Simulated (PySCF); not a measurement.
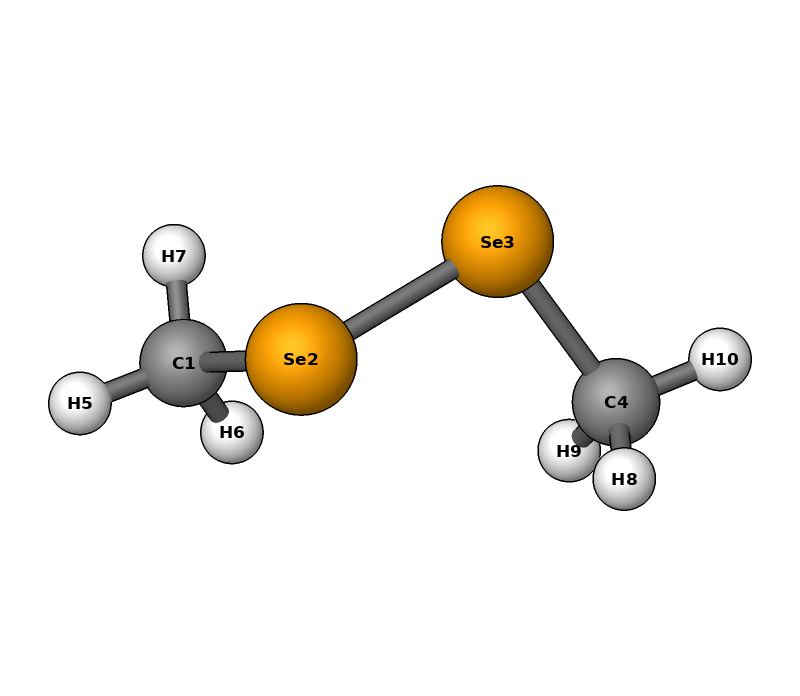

The computed structure is the end point of a GFN2-xTB optimisation. No frequency run is at hand to confirm it as a minimum. Level of theory: GIAO PBE0/pcSseg-1 NMR shielding, non-relativistic, gas phase (PySCF 2.14.0). Principal shieldings σ11 ≤ σ22 ≤ σ33, span Ω = σ33 − σ11, skew κ = 3(σiso − σ22)/Ω.

Give the shielding tensors of the C atoms.

| atom | σ11 | σ22 | σ33 | σiso | Ω | κ |
| --- | --- | --- | --- | --- | --- | --- |
| C1, C4 | 130.2 | 168.5 | 190.0 | 162.9 | 59.8 | −0.28 |

Shieldings and span in ppm.

The geometry is semi-empirical. Around Se such bond lengths and angles can be off by a tenth of an ångström or more and by several degrees, and values that hang on the shape move with them.
